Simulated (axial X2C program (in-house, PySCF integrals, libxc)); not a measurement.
# GeP⁻: bond curves with and without spin–orbit coupling

What are the state, bond length, wavenumber and bond energy of GeP⁻, and what does spin–orbit coupling change?

The runs use an in-house X2C program for linear molecules on PySCF integrals; all-electron X2C, Ge dyall-acv3z, P dyall-av3z.

All values are calculated.

### Step 1. Set-up

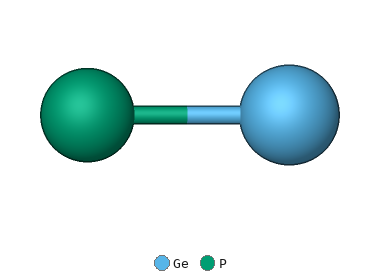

The two atoms at 2.130 Å (germanium blue, phosphorus teal).

Input file task.json:

```json
{"zs": [32, 15], "q": -1, "bas": ["dyall-acv3z", "dyall-av3z"], "levels": ["PBE0", "HF", "PBEsol"], "cc": true, "r0": 2.13, "thr": -1.0, "nmax": 90, "npts": 10, "nst": 2, "ntry": 6}
```

Keys: zs atomic numbers; q charge; bas basis sets; levels methods (HF also brings MP2); cc coupled cluster on or off; r0 starting distance in Å; thr threshold in hartree for freezing inner shells (an s shell follows its p shell); nmax most natural virtual spinors; npts points asked for on the curve; nst determinants followed; ntry starts of the search.

Started as:

```bash
$ python so2c.py task.json out
```

Spin-free means the one-electron spin-free X2C Hamiltonian; two-component (2c) means X2C with spin–orbit coupling and atomic mean-field two-electron Coulomb and Gaunt terms. Basis: Ge dyall-acv3z contracted to [10s10p8d5f1g], P dyall-av3z contracted to [9s8p3d2f]; Gaussian nuclei, density fitting. Masses: Ge 73.921 u, P 30.974 u.

Notation: σ, π±, δ± give the projection m of an orbital's angular momentum (0, ±1, ±2), α and β its spin, Λ and M_S the sums; ω is the projection of a spinor's total angular momentum and Ω the sum. Logs are in hartree.

The results follow Hamiltonian by Hamiltonian and level by level.

### Step 2. Which state to follow

PBE0 moves the distance from 2.130 Å to 2.070 Å and compares determinants there.

Spin-free determinants:

```
ΔE (eV)           state                              open shells
   0.00  M_S = 0, Λ = 0                             closed shell
   2.42  M_S = 1, Λ = 2  beyond closed shells: 2 × π+α, π+β, π-α
   2.42  M_S = 1, Λ = 0  beyond closed shells: π+α, π+β, 2 × π-α
   2.54  M_S = 1, Λ = 1            beyond closed shells: σα, π+α
   2.68  M_S = 0, Λ = 2  beyond closed shells: π+α, 2 × π+β, π-α
   3.39  M_S = 1, Λ = 1  beyond closed shells: σα, π+α, π+β, π-α
   3.41  M_S = 0, Λ = 1  beyond closed shells: σβ, π+α, π+β, π-α
```

Two-component determinants:

```
ΔE (eV)  state                              open shells
   0.00  Ω = 0                             closed shell
   2.36  Ω = 1  excess of +ω over −ω: ω = -1/2, ω = 3/2
   2.41  Ω = 1        excess of +ω over −ω: 2 × ω = 1/2
   2.43  Ω = 3        excess of +ω over −ω: 2 × ω = 3/2
   2.48  Ω = 1  excess of +ω over −ω: ω = -1/2, ω = 3/2
   2.57  Ω = 2   excess of +ω over −ω: ω = 1/2, ω = 3/2
   2.63  Ω = 2   excess of +ω over −ω: ω = 1/2, ω = 3/2
```

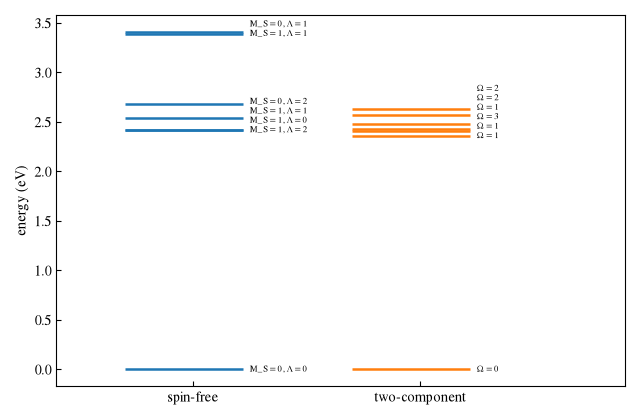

The determinants found, each set from its own lowest.

### Step 3. PBE0, spin-free

State followed: M_S = 0, Λ = 0 (closed shell). The scan is laid around 2.070 Å, a first estimate of the minimum, and this SCF restarts from the orbitals of the search.

The SCF at the reference distance of 2.070 Å:

```text
spin-free X2C-1e  PBE0
basis functions 186  fitting functions 1019  grid points 5078
iter        total energy     max residual
   1      -2440.719950653     3.77e-05
   2      -2440.719950719     5.02e-05
   3      -2440.719950736     2.86e-05
   4      -2440.719950739     2.59e-05
   5      -2440.719950742     4.46e-06
converged
one-electron -3651.68099435  Coulomb 1191.58662311  exact exchange -25.33406072  xc functional -77.99927783  nuclear repulsion 122.70775905
```

Along the bond, energies from the lowest point:

| R (Å) | E (eV) | μ (D) | HOMO (eV) | LUMO (eV) | iterations |
| --- | --- | --- | --- | --- | --- |
| 1.801 | 1.2534 | -1.89 | -0.83 | 3.02 | 42 |
| 1.884 | 0.5245 | -2.23 | -0.95 | 3.01 | 30 |
| 1.946 | 0.2091 | -2.48 | -1.03 | 2.99 | 28 |
| 2.008 | 0.0453 | -2.73 | -1.09 | 2.98 | 26 |
| 2.070 | 0.0000 | -2.96 | -1.03 | 2.96 | 5 |
| 2.142 | 0.0617 | -3.23 | -0.94 | 2.94 | 24 |
| 2.215 | 0.2152 | -3.49 | -0.86 | 2.84 | 23 |
| 2.308 | 0.5067 | -3.80 | -0.77 | 2.70 | 24 |
| 2.422 | 0.9540 | -4.16 | -0.69 | 2.50 | 25 |
| 2.587 | 1.6884 | -4.63 | -0.60 | 2.21 | 26 |

Dipoles are positive if P is the positive end and refer to the centre of mass.

Outer orbitals at the reference distance:

```json
{"symmetry": "δ+α", "occupied": "yes", "ε (eV)": "-26.77", "atomic character": "100% Ge d"}
{"symmetry": "δ-α", "occupied": "yes", "ε (eV)": "-26.77", "atomic character": "100% Ge d"}
{"symmetry": "σα", "occupied": "yes", "ε (eV)": "-26.67", "atomic character": "100% Ge d"}
{"symmetry": "π-α", "occupied": "yes", "ε (eV)": "-26.64", "atomic character": "100% Ge d"}
{"symmetry": "π+α", "occupied": "yes", "ε (eV)": "-26.64", "atomic character": "100% Ge d"}
{"symmetry": "σα", "occupied": "yes", "ε (eV)": "-10.96", "atomic character": "48% P s, 27% Ge s, 10% Ge p"}
{"symmetry": "σα", "occupied": "yes", "ε (eV)": "-5.89", "atomic character": "35% Ge s, 23% P p, 20% P s"}
{"symmetry": "σα", "occupied": "yes", "ε (eV)": "-1.14", "atomic character": "41% P p, 38% Ge p, 10% Ge s"}
{"symmetry": "π-α", "occupied": "yes", "ε (eV)": "-1.03", "atomic character": "56% P p, 34% Ge p, 4% Ge d"}
{"symmetry": "π+α", "occupied": "yes", "ε (eV)": "-1.03", "atomic character": "56% P p, 34% Ge p, 4% Ge d"}
{"symmetry": "σα", "occupied": "no", "ε (eV)": "2.96", "atomic character": "79% Ge p, 13% P p, 4% Ge s"}
{"symmetry": "π-α", "occupied": "no", "ε (eV)": "3.02", "atomic character": "69% Ge p, 14% Ge d, 10% P p"}
{"symmetry": "π+α", "occupied": "no", "ε (eV)": "3.02", "atomic character": "69% Ge p, 14% Ge d, 10% P p"}
{"symmetry": "σα", "occupied": "no", "ε (eV)": "3.26", "atomic character": "73% Ge s, 13% Ge p, 11% P p"}
```

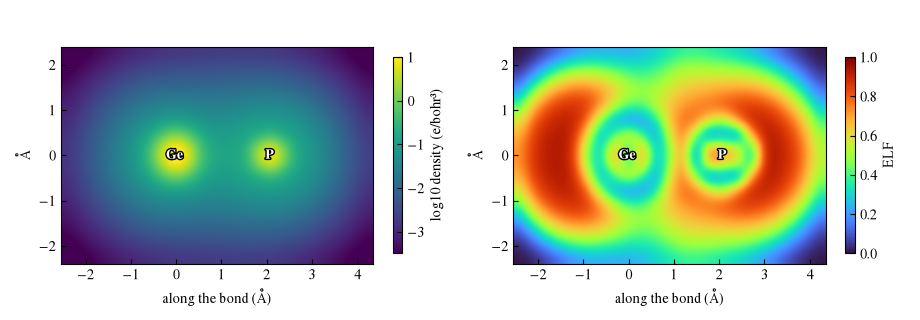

PBE0 fields in a plane through the axis, from a grid of 0.3 Å; Ge lies at z = 0 and P at z = 2.070 Å; the ELF is damped to zero where the density is low.

Re = 2.067 Å, ωe = 547 cm⁻¹, ωexe = 1.37 cm⁻¹, Be = 0.1808 cm⁻¹, De = 4.64 eV, μ = -2.95 D.

### Step 4. HF, spin-free

The SCF at the reference distance of 2.070 Å:

```text
spin-free X2C-1e  HF
basis functions 186  fitting functions 1019  grid points 5078
iter        total energy     max residual
   1      -2438.722855075     2.80e-01
   2      -2438.749194395     1.02e-02
   3      -2438.750022457     1.03e-02
   4      -2438.750237402     4.16e-03
   5      -2438.750256428     3.73e-04
   6      -2438.750258643     5.08e-04
   7      -2438.750259062     4.47e-05
   8      -2438.750259119     4.77e-05
   9      -2438.750259128     6.48e-06
  10      -2438.750259128     1.38e-06
converged
one-electron -3651.36576757  Coulomb 1191.36186933  exact exchange -101.45411994  xc functional 0.00000000  nuclear repulsion 122.70775905
```

Re = 2.047 Å, ωe = 592 cm⁻¹, ωexe = 1.25 cm⁻¹, Be = 0.1844 cm⁻¹, De = 1.79 eV, μ = -3.26 D.

### Step 5. PBEsol, spin-free

The SCF at the reference distance of 2.070 Å:

```text
spin-free X2C-1e  PBEsol
basis functions 186  fitting functions 1019  grid points 5078
iter        total energy     max residual
   1      -2438.531832303     1.36e-01
   2      -2438.536068244     1.42e-02
   3      -2438.537241832     2.33e-02
   4      -2438.537659888     1.70e-02
   5      -2438.537731074     6.80e-03
   6      -2438.537755556     9.17e-04
   7      -2438.537756303     1.61e-03
   8      -2438.537758419     3.79e-05
   9      -2438.537758425     2.49e-05
  10      -2438.537758427     3.40e-06
converged
one-electron -3651.05179820  Coulomb 1190.87618535  exact exchange 0.00000000  xc functional -101.06990464  nuclear repulsion 122.70775905
```

Re = 2.081 Å, ωe = 521 cm⁻¹, ωexe = 1.43 cm⁻¹, Be = 0.1783 cm⁻¹, De = 5.27 eV, μ = -2.80 D.

### Step 6. MP2 and beyond, spin-free

Correlated methods: 10 electrons correlated (frozen shells, counted by type: Ge 3 s, 2 p, 1 d; P 2 s, 1 p), 268 virtual spinors in MP2, 88 natural virtuals in coupled cluster.

Output of the correlated part at 2.070 Å:

```text
correlated 10  virtual 268  natural virtual 88  E(MP2) -0.261650805  MP2 remainder -0.009605423
iter   CCSD correlation   residual
   1     -0.253975929   1.66e-01
   2     -0.263215463   6.74e-02
   3     -0.266052995   2.76e-02
   4     -0.266152697   9.26e-03
   5     -0.266221323   3.80e-03
   6     -0.266212143   9.55e-04
   7     -0.266213739   2.96e-04
   8     -0.266216427   1.00e-04
   9     -0.266215462   3.76e-05
  10     -0.266215733   1.09e-05
  11     -0.266215519   3.75e-06
  12     -0.266215519   1.34e-06
(T) -0.019884166  T1 0.0281  D1 0.0389  max T2 0.090
```

T1 in the output is the amplitude norm over the root of the electron number; divide by √2 for the Lee–Taylor value.

MP2: Re = 2.111 Å, ωe = 494 cm⁻¹, Be = 0.1732 cm⁻¹, De = 4.74 eV.

CCSD: Re = 2.086 Å, ωe = 537 cm⁻¹, ωexe = 1.41 cm⁻¹, Be = 0.1775 cm⁻¹, De = 4.27 eV. T1 at Re = 0.020 (Lee–Taylor, the printed value over √2).

CCSD(T): Re = 2.104 Å, ωe = 510 cm⁻¹, ωexe = 1.57 cm⁻¹, Be = 0.1744 cm⁻¹, De = 4.62 eV. T1 at Re = 0.021 (Lee–Taylor, the printed value over √2).

### Step 7. A higher determinant, spin-free

State: M_S = 1, Λ = 2 (beyond closed shells: 2 × π+α, π+β, π-α).

Output at the reference distance:

```text
spin-free X2C-1e  PBE0
basis functions 186  fitting functions 1019  grid points 5078
iter        total energy     max residual
   1      -2440.631028060     5.86e-05
   2      -2440.631028136     3.42e-05
   3      -2440.631028163     3.37e-05
   4      -2440.631028176     1.18e-05
   5      -2440.631028177     8.66e-06
converged
one-electron -3650.88516922  Coulomb 1190.88954984  exact exchange -25.34308183  xc functional -78.00008602  nuclear repulsion 122.70775905
```

| R (Å) | E above the lowest PBE0 point (eV) |
| --- | --- |
| 1.801 | 4.745 |
| 1.884 | 3.669 |
| 1.946 | 3.103 |
| 2.008 | 2.697 |
| 2.070 | 2.420 |
| 2.142 | 2.224 |
| 2.215 | 2.133 |
| 2.308 | 2.133 |
| 2.422 | 2.254 |

No constants are quoted: too few points lie around the minimum for a second fit to confirm the first.

### Step 8. The spin-free curves together

Energy (eV) of the followed determinant, spin-free, from each level's lowest point:

| R (Å) | PBE0 | HF | MP2 | CCSD | CCSD(T) | PBEsol |
| --- | --- | --- | --- | --- | --- | --- |
| 1.801 | 1.253 | 1.191 | 1.537 | n/a | n/a | 1.302 |
| 1.884 | 0.524 | 0.460 | 0.717 | 0.631 | 0.697 | 0.568 |
| 1.946 | 0.209 | 0.157 | 0.339 | 0.275 | 0.320 | 0.242 |
| 2.008 | 0.045 | 0.015 | 0.114 | 0.076 | 0.099 | 0.064 |
| 2.070 | 0.000 | 0.000 | 0.009 | 0.000 | 0.000 | 0.000 |
| 2.142 | 0.062 | 0.106 | 0.000 | 0.031 | 0.001 | 0.036 |
| 2.215 | 0.215 | 0.313 | 0.081 | 0.158 | 0.096 | 0.161 |
| 2.308 | 0.507 | 0.682 | 0.273 | 0.419 | 0.312 | 0.411 |
| 2.422 | 0.954 | 1.235 | 0.589 | n/a | n/a | 0.803 |
| 2.587 | 1.688 | 2.137 | 1.112 | n/a | n/a | 1.453 |

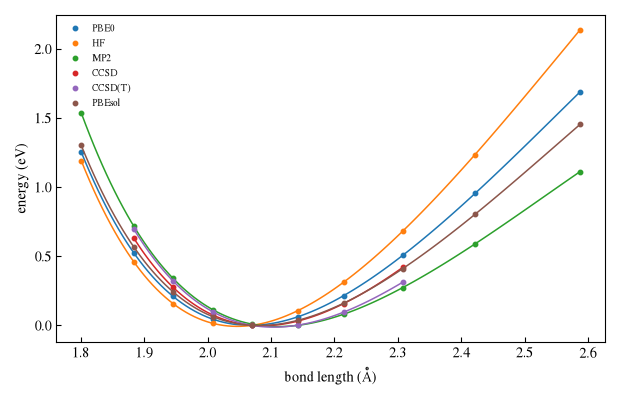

Curves of the followed state, spin-free, each from its own lowest point.

### Step 9. PBE0, 2c

State followed: Ω = 0 (closed shell). The scan is laid around 2.070 Å, a first estimate of the minimum, and this SCF restarts from the orbitals of the search.

Output at 2.070 Å:

```text
two-component X2C + atomic mean field  PBE0
basis functions 186  fitting functions 1019  grid points 5078
iter        total energy     max residual
   1      -2440.001114672     6.27e-06
   2      -2440.001114672     2.30e-06
converged
one-electron -3649.82618799  Coulomb 1191.18443253  exact exchange -25.32542212  xc functional -77.97266945  nuclear repulsion 122.70775905  atomic mean-field constant -0.76902670
```

Along the bond, energies from the lowest point:

| R (Å) | E (eV) | μ (D) | HOMO (eV) | LUMO (eV) | iterations |
| --- | --- | --- | --- | --- | --- |
| 1.801 | 1.2562 | -1.89 | -0.83 | 3.07 | 37 |
| 1.884 | 0.5263 | -2.23 | -0.95 | 3.05 | 29 |
| 1.946 | 0.2103 | -2.48 | -1.02 | 3.03 | 26 |
| 2.008 | 0.0459 | -2.73 | -1.08 | 3.01 | 25 |
| 2.070 | 0.0000 | -2.97 | -1.00 | 2.99 | 2 |
| 2.142 | 0.0609 | -3.23 | -0.91 | 2.93 | 24 |
| 2.215 | 0.2138 | -3.49 | -0.83 | 2.83 | 23 |
| 2.308 | 0.5044 | -3.80 | -0.75 | 2.68 | 25 |
| 2.422 | 0.9506 | -4.16 | -0.66 | 2.47 | 26 |
| 2.587 | 1.6834 | -4.63 | -0.58 | 2.18 | 26 |

Dipoles are positive if P is the positive end and refer to the centre of mass.

Outer spinors at the reference distance:

| ω | occupied | ε (eV) | atomic character | λ mixture |
| --- | --- | --- | --- | --- |
| 3/2 | yes | -27.09 | 100% Ge d | 86% δ, 14% π |
| 1/2 | yes | -26.99 | 100% Ge d | 57% π, 42% σ |
| 5/2 | yes | -26.57 | 100% Ge d | 100% δ |
| 3/2 | yes | -26.46 | 100% Ge d | 86% π, 14% δ |
| 1/2 | yes | -26.46 | 100% Ge d | 57% σ, 42% π |
| 1/2 | yes | -10.96 | 48% P s, 27% Ge s, 10% Ge p | 100% σ |
| 1/2 | yes | -5.89 | 35% Ge s, 23% P p, 20% P s | 100% σ |
| 1/2 | yes | -1.15 | 41% P p, 38% Ge p, 10% Ge s | 94% σ, 6% π |
| 1/2 | yes | -1.05 | 55% P p, 34% Ge p, 4% Ge d | 94% π, 6% σ |
| 3/2 | yes | -1.00 | 56% P p, 34% Ge p, 4% Ge d | 100% π |
| 1/2 | no | 2.99 | 85% Ge p, 10% P p, 3% Ge d | 100% σ |
| 1/2 | no | 3.01 | 67% Ge p, 14% Ge d, 10% P p | 100% π |
| 3/2 | no | 3.03 | 70% Ge p, 13% Ge d, 9% P p | 100% π |
| 1/2 | no | 3.32 | 74% Ge s, 14% P p, 7% Ge p | 100% σ |

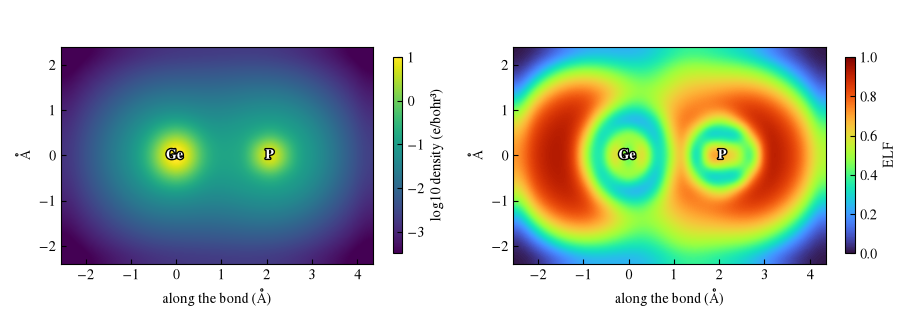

PBE0 fields in a plane through the axis, from a grid of 0.3 Å; Ge lies at z = 0 and P at z = 2.070 Å; the ELF is damped to zero where the density is low.

Re = 2.067 Å, ωe = 547 cm⁻¹, ωexe = 1.37 cm⁻¹, Be = 0.1807 cm⁻¹, De = 4.64 eV, μ = -2.95 D.

### Step 10. HF, 2c

The SCF at the reference distance of 2.070 Å:

```text
two-component X2C + atomic mean field  HF
basis functions 186  fitting functions 1019  grid points 5078
iter        total energy     max residual
   1      -2438.004711590     2.80e-01
   2      -2438.031027400     1.02e-02
   3      -2438.031854898     1.03e-02
   4      -2438.032069718     4.15e-03
   5      -2438.032088869     3.76e-04
   6      -2438.032091197     5.21e-04
   7      -2438.032091697     4.65e-05
   8      -2438.032091822     7.84e-05
   9      -2438.032091883     4.10e-05
  10      -2438.032091916     1.30e-05
  11      -2438.032091929     1.04e-05
  12      -2438.032091932     5.94e-06
  13      -2438.032091932     8.29e-07
converged
one-electron -3649.51208518  Coulomb 1190.96080393  exact exchange -101.41954304  xc functional 0.00000000  nuclear repulsion 122.70775905  atomic mean-field constant -0.76902670
```

No constants are quoted: the solution changes its character somewhere along the scan, so the fit is set aside.

### Step 11. PBEsol, 2c

Output at 2.070 Å:

```text
two-component X2C + atomic mean field  PBEsol
basis functions 186  fitting functions 1019  grid points 5078
iter        total energy     max residual
   1      -2437.813302477     1.36e-01
   2      -2437.817542411     1.41e-02
   3      -2437.818711686     2.33e-02
   4      -2437.819127468     1.69e-02
   5      -2437.819198333     6.78e-03
   6      -2437.819222692     9.17e-04
   7      -2437.819223441     1.61e-03
   8      -2437.819225549     3.71e-05
   9      -2437.819225555     2.49e-05
  10      -2437.819225557     3.41e-06
converged
one-electron -3649.19818012  Coulomb 1190.47523455  exact exchange 0.00000000  xc functional -101.03501235  nuclear repulsion 122.70775905  atomic mean-field constant -0.76902670
```

Re = 2.082 Å, ωe = 521 cm⁻¹, ωexe = 1.43 cm⁻¹, Be = 0.1782 cm⁻¹, De = 5.27 eV, μ = -2.80 D.

### Step 12. Correlated methods, 2c

Correlated methods: 10 electrons correlated (frozen shells, counted by type: Ge 3 s, 2 p, 1 d; P 2 s, 1 p), 268 virtual spinors in MP2, 90 natural virtuals in coupled cluster.

Output of the correlated part at 2.070 Å:

```text
correlated 10  virtual 268  natural virtual 90  E(MP2) -0.261520561  MP2 remainder -0.009082670
iter   CCSD correlation   residual
   1     -0.254263662   1.66e-01
   2     -0.263475717   6.73e-02
   3     -0.266304458   2.75e-02
   4     -0.266405713   9.27e-03
   5     -0.266474811   3.82e-03
   6     -0.266465298   9.88e-04
   7     -0.266467035   3.31e-04
   8     -0.266470146   1.37e-04
   9     -0.266468832   6.86e-05
  10     -0.266469413   3.27e-05
  11     -0.266468867   1.65e-05
  12     -0.266468979   7.39e-06
  13     -0.266468985   3.01e-06
(T) -0.019979085  T1 0.0282  D1 0.0406  max T2 0.090
```

MP2: No constants are quoted: the reference changes its character somewhere along the scan, so the fit is set aside.

CCSD: No constants are quoted: the reference changes its character somewhere along the scan, so the fit is set aside.

CCSD(T): No constants are quoted: the reference changes its character somewhere along the scan, so the fit is set aside.

### Step 13. A higher determinant, 2c

State: Ω = 1 (excess of +ω over −ω: ω = -1/2, ω = 3/2).

Output at the reference distance:

```text
two-component X2C + atomic mean field  PBE0
basis functions 186  fitting functions 1019  grid points 5078
iter        total energy     max residual
   1      -2439.914372155     3.06e-05
   2      -2439.914372162     1.08e-05
converged
one-electron -3649.10276821  Coulomb 1190.55960121  exact exchange -25.33492699  xc functional -77.97501052  nuclear repulsion 122.70775905  atomic mean-field constant -0.76902670
```

| R (Å) | E above the lowest PBE0 point (eV) |
| --- | --- |
| 1.801 | 4.691 |
| 1.884 | 3.613 |
| 1.946 | 3.046 |
| 2.008 | 2.639 |
| 2.070 | 2.360 |
| 2.142 | 2.163 |
| 2.215 | 2.072 |
| 2.308 | 2.069 |
| 2.422 | 2.189 |

No constants are quoted: too few points lie around the minimum for a second fit to confirm the first.

### Step 14. The 2c curves together

Energy (eV) of the followed determinant, 2c, from each level's lowest point:

| R (Å) | PBE0 | HF (jumps) | MP2 (its reference jumps) | CCSD (its reference jumps) | CCSD(T) (its reference jumps) | PBEsol |
| --- | --- | --- | --- | --- | --- | --- |
| 1.801 | 1.256 | 1.194 | 1.539 | n/a | n/a | 1.304 |
| 1.884 | 0.526 | 0.463 | 0.719 | 0.633 | 0.698 | 0.569 |
| 1.946 | 0.210 | 0.158 | 0.340 | 0.276 | 0.321 | 0.243 |
| 2.008 | 0.046 | 0.016 | 0.115 | 0.076 | 0.100 | 0.064 |
| 2.070 | 0.000 | 0.000 | 0.009 | 0.000 | 0.000 | 0.000 |
| 2.142 | 0.061 | 0.105 | 0.000 | 0.030 | 0.001 | 0.036 |
| 2.215 | 0.214 | 0.311 | 0.081 | 0.157 | 0.095 | 0.159 |
| 2.308 | 0.504 | 0.678 | 0.278 | 0.418 | 0.311 | 0.409 |
| 2.422 | 0.951 | 1.223 | 0.708 | n/a | n/a | 0.800 |
| 2.587 | 1.683 | 2.005 | 2.005 | n/a | n/a | 1.449 |

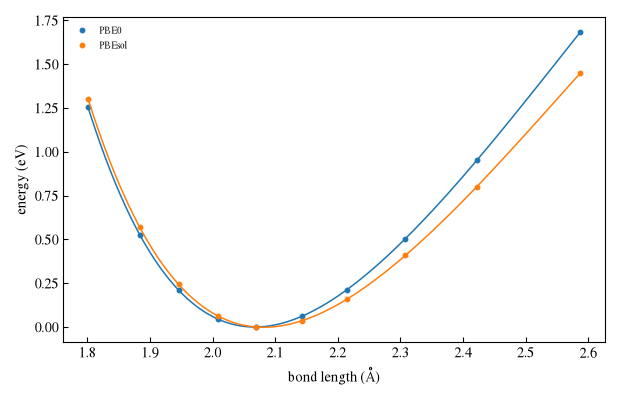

Curves of the followed state, 2c, each from its own lowest point. Left out: HF, MP2, CCSD, CCSD(T).

Time for the job: 2.7 min (1 thread of Arm Neoverse V1, shared host); peak memory 0.64 GiB.

### Step 15. Constants

Lowest determinant that the search found at its distance, spin-free: M_S = 0, Λ = 0 (closed shell).

Lowest determinant that the search found at its distance, 2c: Ω = 0 (closed shell).

```csv
Hamiltonian,level,Re (Å),ωe (cm⁻¹),De (eV),μ (D)
spin-free,PBE0,2.067,547,4.64,-2.95
spin-free,HF,2.047,592,1.79,-3.26
spin-free,MP2,2.111,494,4.74,n/a
spin-free,CCSD,2.086,537,4.27,n/a
spin-free,CCSD(T),2.104,510,4.62,n/a
spin-free,PBEsol,2.081,521,5.27,-2.80
2c,PBE0,2.067,547,4.64,-2.95
2c,PBEsol,2.082,521,5.27,-2.80
```

Dipoles are positive if P is the positive end and refer to the centre of mass. No constants: 2c HF (the solution changes its character somewhere along the scan, so the fit is set aside); 2c MP2 (the reference changes its character somewhere along the scan, so the fit is set aside); 2c CCSD (the reference changes its character somewhere along the scan, so the fit is set aside); 2c CCSD(T) (the reference changes its character somewhere along the scan, so the fit is set aside).

Time per point (s) on 1 thread of Arm Neoverse V1, shared host (2c runs); the times are rough: PBE0 0.92, PBEsol 0.56.

At PBE0, going from spin-free to two-component changes Re by 0 mÅ, ωe by -0.1 %; the spin-free picture holds up (part of it comes from the scalar share of the two-electron terms). De moves by 0.00 eV; both De rest on single-determinant atoms, which can miss part of an open shell's spin–orbit lowering.

De refers to Ge- + P, each in the lowest determinant found, which need not be this curve's own limit. Each curve is one determinant whose occupation by symmetry is held fixed; it was picked as the lowest of a PBE0 search that is not exhaustive. Closed shells are restricted here (equal orbitals for both partners), which fails at long range if the bond breaks into open shells. Dissociation energies refer to the lowest single-determinant-based atoms at the same level and basis. CCSD and (T) use frozen natural virtuals with an MP2 correction for the truncation. With the outer-core shells frozen, correlated bond lengths of heavy atoms tend to come out a few hundredths of an ångström too long.
